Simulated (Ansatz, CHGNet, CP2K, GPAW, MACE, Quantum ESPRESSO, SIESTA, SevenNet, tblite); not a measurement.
# SIESTA on H11C3IN2 (P2_1/c) (68 atoms): settings against a plane-wave reference

Aim: run H11C3IN2 (P2_1/c) (68 atoms) in SIESTA and see how near its forces come to a plane-wave reference, and at what cost.

Method: the method is named at each step, in SIESTA 5.4.2.

### 1. The structure

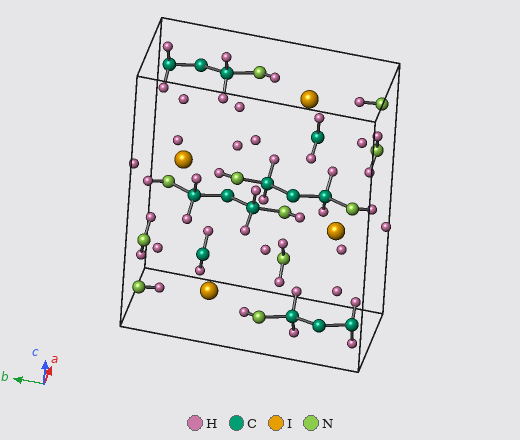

The starting structure, seen from a free direction (hydrogen pink, carbon teal, iodine orange, nitrogen green). Bonds to atoms that aren't drawn are left out. Some periodic images of atoms are drawn too.

The cell holds 68 atoms: 44 H, 12 C, 4 I and 8 N. Its edges and angles: a = 5.015 Å, b = 10.147 Å, c = 14.500 Å, α = 90.0°, β = 103.6°, γ = 90.0°. It derives from H11C3IN2 (P2_1/c), repeated 1×1×1. H11C3IN2, space group P2_1/c, structure from the Crystallography Open Database, 1 x 1 x 1 conventional cells; positions as listed; bonds to H set to neutron lengths (C-H 1.089, N-H 1.015, O-H 0.983, B-H 1.19 Å) where the listed ones are shorter. Then every atom was moved at random, 0.03 Å r.m.s. a Cartesian component (hydrogen 0.6 of that).

The yardstick, on the same geometry:

| Item | Value |
| --- | --- |
| method | Kohn-Sham DFT, PBE, SSSP efficiency 1.3.0 pseudopotentials, plane waves (Quantum ESPRESSO 7.5); sssp-pbe-1.3.0-efficiency, cutoffs 60/480 Ry, Γ point |
| r.m.s. force component | 1.381 eV/Å |
| longest force | 6.682 eV/Å |
| pressure | 3.688 GPa |
| gap (highest filled to lowest empty level) | 4.363 eV |
| time | 43 s on 2 MPI ranks of Arm Neoverse V2, shared host |
| CPU time | 87 s |

### 2. PBE, DZP, shift 0.01 Ry, mesh 500 Ry

Method: Kohn-Sham DFT, PBE, PseudoDojo 0.4.1 norm-conserving pseudopotentials (converted to PSML), numerical atomic orbitals (DZP), diagonalisation.

The .psml files are PseudoDojo norm-conserving potentials that we converted to this format, checked against plane waves on the same files for H, C, O, Si, Ge and Ca alone.

input.fdf

```
SystemLabel cell
NumberOfAtoms 68
NumberOfSpecies 4
%block ChemicalSpeciesLabel
  1 1 H
  2 6 C
  3 53 I
  4 7 N
%endblock ChemicalSpeciesLabel
LatticeConstant 1.0 Ang
%block LatticeVectors
  5.01520 0.00000 0.00000
  0.00000 10.14700 0.00000
  -3.40914 0.00000 14.09395
%endblock LatticeVectors
PAO.BasisSize DZP
PAO.EnergyShift 0.01 Ry
XC.Functional GGA
XC.Authors PBE
MeshCutoff 500 Ry
%block kgrid_Monkhorst_Pack
  1 0 0 0.0
  0 1 0 0.0
  0 0 1 0.0
%endblock kgrid_Monkhorst_Pack
SolutionMethod diagon
OccupationFunction FD
ElectronicTemperature 580 K
SCF.Mixer.Method Pulay
SCF.Mixer.Weight 0.15
SCF.Mixer.History 8
SCF.Mix Hamiltonian
MaxSCFIterations 300
SCF.DM.Tolerance 1e-04
SCF.H.Tolerance 1.0e-3 eV
WriteForces T
Write.HirshfeldPop T
Write.VoronoiPop T
Write.DM F
Write.H F
XML.Write F
AtomicCoordinatesFormat Fractional
%block AtomicCoordinatesAndAtomicSpecies
  0.02333 0.93564 0.29321 1
  0.96882 0.43182 0.20868 1
  0.96547 0.06900 0.70464 1
  0.03431 0.56695 0.79378 1
  0.88328 0.00106 0.37494 1
  0.11141 0.49905 0.12382 1
  0.11216 0.99842 0.62488 1
  0.88073 0.50358 0.87904 1
  0.18952 0.91997 0.40688 1
  0.81332 0.42204 0.09306 1
  0.81664 0.07959 0.59337 1
  0.18836 0.58232 0.90937 1
  0.87260 0.36019 0.34856 1
  0.12813 0.85921 0.15083 1
  0.12013 0.64258 0.65082 1
  0.87725 0.14541 0.84890 1
  0.17401 0.43392 0.36956 1
  0.83128 0.93757 0.13090 1
  0.82928 0.56156 0.63071 1
  0.16472 0.06264 0.86713 1
  0.82315 0.54600 0.43372 1
  0.17554 0.04856 0.06582 1
  0.17266 0.45596 0.56603 1
  0.82734 0.95217 0.93379 1
  0.62881 0.56265 0.31641 1
  0.36756 0.06189 0.18317 1
  0.37510 0.44010 0.68253 1
  0.63294 0.94109 0.81657 1
  0.02127 0.68663 0.27603 1
  0.98157 0.18736 0.22615 1
  0.98468 0.31727 0.72758 1
  0.01423 0.81447 0.77477 1
  0.19529 0.67844 0.39476 1
  0.80161 0.17898 0.10387 1
  0.80704 0.32424 0.60614 1
  0.20162 0.81777 0.89438 1
  0.63385 0.80715 0.31610 1
  0.35719 0.30880 0.18267 1
  0.35359 0.19268 0.68452 1
  0.64571 0.69219 0.81662 1
  0.80524 0.79399 0.44013 1
  0.19054 0.29423 0.06084 1
  0.18911 0.20611 0.55967 1
  0.81285 0.70464 0.94018 1
  0.83602 0.55455 0.36095 2
  0.16696 0.05424 0.14115 2
  0.15931 0.44325 0.63592 2
  0.83821 0.94120 0.86171 2
  0.99745 0.67695 0.34847 2
  0.01301 0.17686 0.15097 2
  0.99337 0.31911 0.64847 2
  0.98395 0.82202 0.84619 2
  0.83986 0.80111 0.36433 2
  0.14835 0.30191 0.13368 2
  0.15866 0.19980 0.62901 2
  0.84087 0.70038 0.87046 2
[... 8 atom lines left out ...]
  0.97079 0.43282 0.33325 4
  0.02122 0.93560 0.16439 4
  0.02237 0.55785 0.66781 4
  0.97488 0.06081 0.83344 4
%endblock AtomicCoordinatesAndAtomicSpecies
```

Command:

```sh
$ OMP_NUM_THREADS=1 mpirun -np 2 siesta < input.fdf > output.txt
```

The program printed:

```text
Version         : 5.4.2
reinit: System Name:
reinit: System Label: cell
initatom: Reading input for the pseudopotentials and atomic orbitals ----------
Species number:   1 Atomic number:    1 Label: H
Species number:   2 Atomic number:    6 Label: C
Species number:   3 Atomic number:   53 Label: I
Species number:   4 Atomic number:    7 Label: N
Ground state valence configuration (from tables):   1s01  2p00  3d00  4f00
Ground state valence configuration (from tables):   2s02  2p02  3d00  4f00
Ground state valence configuration (from tables):   5s02  5p05  5d00  4f00
Ground state valence configuration (from tables):   2s02  2p03  3d00  4f00
---- Processing specs for species: H
GGA--PBE XC_GGA_X_PBE--XC_GGA_C_PBE pb
---- Processing specs for species: C
GGA--PBE XC_GGA_X_PBE--XC_GGA_C_PBE pb
---- Processing specs for species: I
GGA--PBE XC_GGA_X_PBE--XC_GGA_C_PBE pb
---- Processing specs for species: N
GGA--PBE XC_GGA_X_PBE--XC_GGA_C_PBE pb
H pseudopotential only contains V_ls up to l=1 -- lmxkb reset.
C pseudopotential only contains V_ls up to l=1 -- lmxkb reset.
I pseudopotential only contains V_ls up to l=2 -- lmxkb reset.
N pseudopotential only contains V_ls up to l=1 -- lmxkb reset.
Using PAO.SplitTailNorm
%block ChemicalSpeciesLabel
    1    1 H                       # Species index, atomic number, species label
    2    6 C                       # Species index, atomic number, species label
    3   53 I                       # Species index, atomic number, species label
    4    7 N                       # Species index, atomic number, species label
%endblock ChemicalSpeciesLabel
%block PAO.Basis                 # Define Basis set
H                     1                    # Species label, number of l-shells
 n=1   0   2 P   1                   # n, l, Nzeta, Polarization, NzetaPol
   5.233      3.529
   1.000      1.000
C                     2                    # Species label, number of l-shells
 n=2   0   2                         # n, l, Nzeta
   4.484      3.048
[...]
n=2   1   2 P   1                   # n, l, Nzeta, Polarization, NzetaPol
[...]
I                     2                    # Species label, number of l-shells
 n=5   0   2                         # n, l, Nzeta
[...]
n=5   1   2 P   1                   # n, l, Nzeta, Polarization, NzetaPol
[...]
N                     2                    # Species label, number of l-shells
 n=2   0   2                         # n, l, Nzeta
[...]
n=2   1   2 P   1                   # n, l, Nzeta, Polarization, NzetaPol
   4.781      3.167
   1.000      1.000
%endblock PAO.Basis
coor:   Atomic-coordinates input format  =     Fractional
siesta: System type = bulk
initatomlists: Number of atoms, orbitals, and projectors:     68   532   452
siesta: ******************** Simulation parameters ****************************
Total number of electrons:   160.000000
Total ionic charge:   160.000000
 Kpoints in:            1 . Kpoints trimmed:            1
siesta: k-grid: Number of k-points = 1
siesta: k-points from Monkhorst-Pack grid
siesta: k-cutoff (effective) =     2.508 Ang
siesta: k-point supercell and displacements
siesta: k-grid:     1     0     0      0.000
siesta: k-grid:     0     1     0      0.000
siesta: k-grid:     0     0     1      0.000
                     ====================================
                        Single-point calculation
                     ====================================
outcell: Unit cell vectors (Ang):
        5.015200    0.000000    0.000000
        0.000000   10.147000    0.000000
       -3.409140    0.000000   14.093950
outcell: Cell vector modules (Ang)   :    5.015200   10.147000   14.500402
outcell: Cell angles (23,13,12) (deg):     90.0000    103.5979     90.0000
outcell: Cell volume (Ang**3)        :    717.2303
Gamma-point calculation with interaction between periodic images
Gamma-point calculation with interaction between periodic images
Some features might not work optimally:
Some features might not work optimally:
e.g. DM initialization from atomic data
e.g. DM initialization from atomic data
new_DM -- step:     1
Initializing Density Matrix...
Attempting to read DM from file... Failed...
DM filled with atomic data:
InitMesh: MESH = 72 x 144 x 192 = 1990656
InitMesh: Mesh cutoff (required, used) =   500.000   512.907 Ry
stepf: Fermi-Dirac step function
        iscf     Eharris(eV)        E_KS(eV)     FreeEng(eV)     dDmax    Ef(eV) dHmax(eV)
   scf:    1    -6368.778160    -6327.785056    -6327.785056  1.948365 -3.970762  6.743148
   scf:    2    -6335.674139    -6331.988696    -6331.988696  0.045176 -3.767892  4.234559
   scf:    3    -6336.627262    -6335.261869    -6335.261869  0.086899 -3.340108  0.787055
[...]
scf:   10    -6335.499924    -6335.499922    -6335.499922  0.000155 -3.150525  0.000782
   scf:   11    -6335.499923    -6335.499923    -6335.499923  0.000051 -3.150426  0.000490
SCF Convergence by DM+H criterion
max |DM_out - DM_in|         :     0.0000514772
max |H_out - H_in|      (eV) :     0.0004904619
SCF cycle converged after 11 iterations
Using DM_out to compute the final energy and forces
siesta: E_KS(eV) =            -6335.4999
siesta: E_KS - E_eggbox =     -6335.4999
siesta: Atomic forces (eV/Ang):
     1    0.797099    0.364366   -2.373398
     2   -0.918114    0.616473    2.793539
     3   -1.407134   -0.516260    4.492929
[...]
67    2.292236    0.228782    1.396709
    68   -3.470706   -0.544494   -2.282283
----------------------------------------
   Tot    0.001609    0.002150    0.000094
----------------------------------------
   Max    5.447120
   Res    1.631368    sqrt( Sum f_i^2 / 3N )
----------------------------------------
   Max    5.447120    constrained
Stress tensor Voigt[x,y,z,yz,xz,xy] (kbar):      -80.31      -25.16      -62.47        0.51       -6.97        2.34
(Free)E + p*V (eV/cell)    -6310.4391
Target enthalpy (eV/cell)    -6335.4999
siesta: Program's energy decomposition (eV):
siesta: Ebs     =     -2057.407623
siesta: Eions   =     10553.685744
siesta: Ena     =      2861.360169
siesta: Ekin    =      3931.358280
siesta: Enl     =      -189.718378
siesta: DEna    =      -166.998080
siesta: DUscf   =        16.633099
siesta: Ex      =     -2048.855970
siesta: Ec      =      -185.593297
siesta: Exc     =     -2234.449268
siesta: Eharris =     -6335.499923
siesta: Etot    =     -6335.499923
siesta: FreeEng =     -6335.499923
siesta: Final energy (eV):
siesta:  Band Struct. =   -2057.407623
siesta:       Kinetic =    3931.358280
siesta:       Hartree =    2882.127841
siesta:         Exch. =   -2048.855970
siesta:         Corr. =    -185.593297
siesta:   Exch.-corr. =   -2234.449268
siesta:  Ion-electron =   -9338.880281
siesta:       Ion-ion =   -1575.656495
siesta:         Total =   -6335.499923
siesta:         Fermi =      -3.150426
siesta: Stress tensor (static) (eV/Ang**3):
siesta:    -0.050128    0.001462   -0.004350
siesta:     0.001462   -0.015704    0.000316
siesta:    -0.004350    0.000316   -0.038992
siesta: Cell volume =        717.230325 Ang**3
siesta: Pressure (static):
siesta:                Solid            Molecule  Units
siesta:           0.00038056          0.00051362  Ry/Bohr**3
siesta:           0.03494116          0.04715842  eV/Ang**3
siesta:          55.98190655         75.55611623  kBar
    Orbital volume contribution        =          19.877864 eV
    (Free)E + p_basis*V_orbitals       =       -6315.622058 eV
    (Free)Eharris+ p_basis*V_orbitals  =       -6315.622059 eV
Hirshfeld Atomic Populations:
Atom #   charge [q] valence [e]  Species
     1     0.082350    0.917650  H
     2     0.083206    0.916794  H
     3     0.082511    0.917489  H
[...]
45     0.009116    3.990884  C
    46     0.005768    3.994232  C
    47     0.006277    3.993723  C
[...]
57    -0.312470    7.312470  I
    58    -0.311645    7.311645  I
    59    -0.318182    7.318182  I
[...]
61     0.020525    4.979475  N
    62     0.022017    4.977983  N
    63     0.012190    4.987810  N
[...]
--------------------
 Total     0.000001
Voronoi Atomic Populations:
Atom #   charge [q] valence [e]  Species
[...]
43    -0.011038    1.011038  H
    44    -0.009674    1.009674  H
[...]
55     0.061773    3.938227  C
    56     0.044115    3.955885  C
[...]
59    -0.230967    7.230967  I
    60    -0.225688    7.225688  I
[...]
67    -0.094499    5.094499  N
    68    -0.105747    5.105747  N
--------------------
 Total     0.000001
```

The job ended after 54 s (2 MPI ranks of Arm Neoverse V2, shared host; peak memory 1.2 GiB).

Banners, paths, timers and routine set-up lines are dropped from the logs unmarked, and long logs keep their key lines alone; longer cuts are marked.

Compared with the plane-wave run:

* r.m.s. force component: 1.631 eV/Å
* r.m.s. difference of force components: 371.5 meV/Å
* longest difference of force vectors: 1163 meV/Å
* force difference over r.m.s. force: 26.91 %
* slope of forces against the reference's: 1.162
* correlation of force components: 0.9833
* gap (highest filled to lowest empty level): 4.598 eV
* gap difference: 0.2348 eV
* pressure: 5.598 GPa
* pressure difference: 1.911 GPa

This run lies far from the reference in forces at the same functional.

Length of the force difference by element (eV/Å):

| element | atoms | mean | most |
| --- | --- | --- | --- |
| C | 12 | 0.54 | 0.81 |
| H | 44 | 0.68 | 1.2 |
| I | 4 | 0.051 | 0.055 |
| N | 8 | 0.60 | 0.82 |

Levels nearest the highest filled one (eV from it): -0.79, -0.70, -0.51, -0.43, -0.40, -0.34, -0.25, -0.21, -0.08, -0.05, -0.04, 0.00, 4.60, 4.96, 5.09, 5.22, 5.24, 5.36, 5.67, 5.70, 6.02, 6.11, 6.31, 6.54.

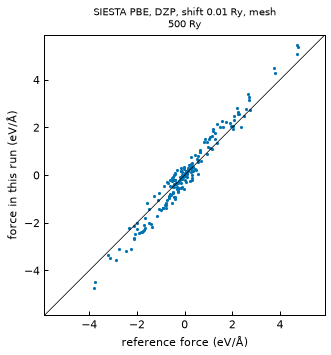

Force components against those of the reference; the line marks equality.

Local excerpt of 9 atoms (numbers count through the whole input) about C51, which bears the longest force; x, y, z are measured from there.

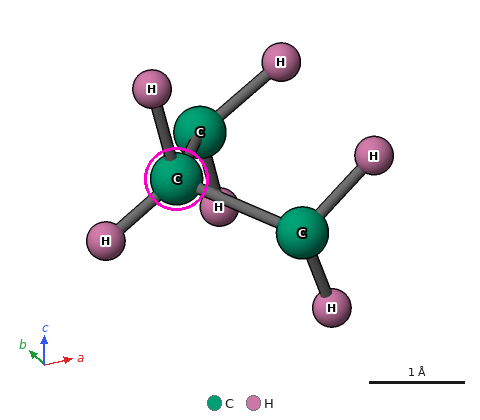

The atoms of the table, within 2.2 Å (arrows a, b, c point along x, y, z); some may hide others; the central atom is ringed.

| atom | x | y | z | distance (Å) | bonds | Hirshfeld charge (e) | Fx | Fy | Fz (eV/Å) |
| --- | --- | --- | --- | --- | --- | --- | --- | --- | --- |
| C51 | 0.00 | 0.00 | 0.00 | 0.00 | 4 | -0.05 | 5.45 | -0.08 | 5.09 |
| H35 | -0.79 | 0.05 | -0.60 | 0.99 | 1 | 0.01 | -4.73 | 0.15 | -3.58 |
| H31 | -0.31 | -0.02 | 1.11 | 1.16 | 1 | 0.01 | 0.13 | -0.03 | -1.16 |
| C55 | 0.90 | -1.21 | -0.27 | 1.53 | 4 | 0.04 | -2.34 | -0.98 | 2.55 |
| C47 | 0.88 | 1.26 | -0.18 | 1.54 | 4 | 0.01 | -1.24 | -0.01 | 3.17 |
| H43 | 1.28 | -1.15 | -1.25 | 2.13 | 1 | 0.01 | 0.97 | -0.37 | -2.18 |
| H23 | 1.18 | 1.39 | -1.16 | 2.16 | 1 | 0.01 | 0.96 | 0.17 | -3.08 |
| H39 | 1.68 | -1.28 | 0.51 | 2.18 | 1 | 0.02 | 0.29 | 0.07 | -0.06 |
| H27 | 1.80 | 1.23 | 0.48 | 2.23 | 1 | 0.01 | -0.21 | -0.24 | -0.20 |

Forces lie 27 % from the reference's, at 1.3 times its CPU time.

### 3. PBE, SZ, shift 0.01 Ry, mesh 500 Ry

Method: Kohn-Sham DFT, PBE, PseudoDojo 0.4.1 norm-conserving pseudopotentials (converted to PSML), numerical atomic orbitals (SZ), diagonalisation.

input.fdf: that of step 2 with these lines changed.

```diff
@@ -15,3 +15,3 @@
 %endblock LatticeVectors
-PAO.BasisSize DZP
+PAO.BasisSize SZ
 PAO.EnergyShift 0.01 Ry
```

Command:

```sh
$ OMP_NUM_THREADS=1 siesta < input.fdf > output.txt
```

The program printed:

```text
Version         : 5.4.2
reinit: System Name:
reinit: System Label: cell
initatom: Reading input for the pseudopotentials and atomic orbitals ----------
Species number:   1 Atomic number:    1 Label: H
Species number:   2 Atomic number:    6 Label: C
Species number:   3 Atomic number:   53 Label: I
Species number:   4 Atomic number:    7 Label: N
[... lines left out ...]
SCF Convergence by DM+H criterion
[... lines left out ...]
SCF cycle converged after 10 iterations
[... lines left out ...]
   Max    9.527229
[... lines left out ...]
   Max    9.527229    constrained
Stress tensor Voigt[x,y,z,yz,xz,xy] (kbar):     -243.41     -107.31     -192.56        1.70      -26.23        5.90
[... lines left out ...]
siesta: FreeEng =     -6269.781570
[... lines left out ...]
siesta:         Fermi =      -2.063960
[... lines left out ...]
siesta:         181.09342072        288.14753308  kBar
[... lines left out ...]
     2     0.087822    0.912178  H
     3     0.088713    0.911287  H
[...]
45     0.020456    3.979544  C
    46     0.019766    3.980234  C
    47     0.017758    3.982242  C
[...]
57    -0.478623    7.478623  I
    58    -0.476851    7.476851  I
    59    -0.498716    7.498716  I
[...]
61     0.029383    4.970617  N
    62     0.032003    4.967997  N
    63     0.026261    4.973739  N
[...]
--------------------
 Total    -0.000003
Voronoi Atomic Populations:
Atom #   charge [q] valence [e]  Species
[...]
43     0.008270    0.991730  H
    44     0.003660    0.996340  H
[...]
55     0.089900    3.910100  C
    56     0.076555    3.923445  C
[...]
59    -0.463886    7.463886  I
    60    -0.446814    7.446814  I
[...]
67    -0.166727    5.166727  N
    68    -0.185629    5.185629  N
--------------------
 Total    -0.000003
```

It took 35 s on 1 thread; peak memory 0.53 GiB.

Numbers from this run, and their distance from the reference:

* r.m.s. force component: 3.203 eV/Å
* r.m.s. difference of force components: 2251 meV/Å
* longest difference of force vectors: 6209 meV/Å
* force difference over r.m.s. force: 163 %
* slope of forces against the reference's: 1.863
* correlation of force components: 0.8029
* gap (highest filled to lowest empty level): 4.021 eV
* gap difference: -0.3428 eV
* pressure: 18.11 GPa
* pressure difference: 14.42 GPa

This is a coarse setting, run to see what it loses.

Against the first run (27 %), the force difference from the reference is 163 %, at 0.32 times the CPU time (on 1 against 2 cores), with 140 basis functions against 532: the smaller basis costs accuracy.

(Continued in part 2 of 2.)

[Also dropped from logs without a mark: logging warnings of Python, and SIESTA's first energy breakdown and zero terms.]

[Logs are printed without paths, hosts, clocks, repeated set-up lines and the standing remarks that a program may print on its own settings, such as how far it seeks lower states.]

[Hosts, paths, dates, database ids (printed as entryN), source tags and the programs' standing remarks are cut or masked in the printed files.]
